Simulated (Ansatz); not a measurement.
Level of theory: PBE (plane waves to 420 eV, PAW; Ansatz, a first-principles code).

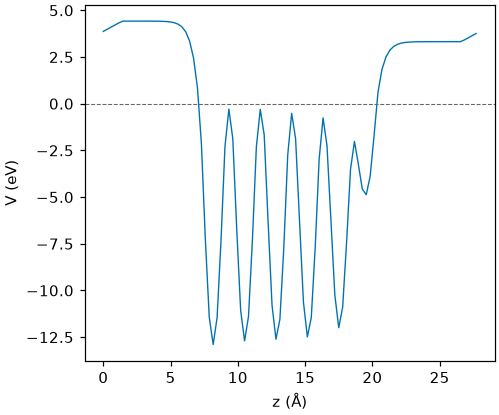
Fig. 1. Plane-averaged electrostatic potential energy along the normal, in eV from the Fermi level, for the (0001) surface of hcp Ti, one row in 2 of the top plane missing (bottom of the slab: a bare face, its two planes held)

Model: 11-atom slab, 11.6 Å thick at the start, 15x8x1 mesh, Fermi-Dirac 0.1 eV, dipole correction, 4 atoms held, the rest relaxed; held to the part of the start's symmetry that mesh and held atoms allow; no spin, no spin-orbit, no U. It is one candidate, not shown to be the stable structure of the face.

The surface cell has an area of 14.96 Å². What dipole along the normal does the step between the two vacuum levels imply?

the top vacuum level lies 1.10 eV below the bottom one; p = −ε₀ A ΔV (ε₀ = 0.005526 e/(V·Å)) gives 0.09 e·Å a cell.
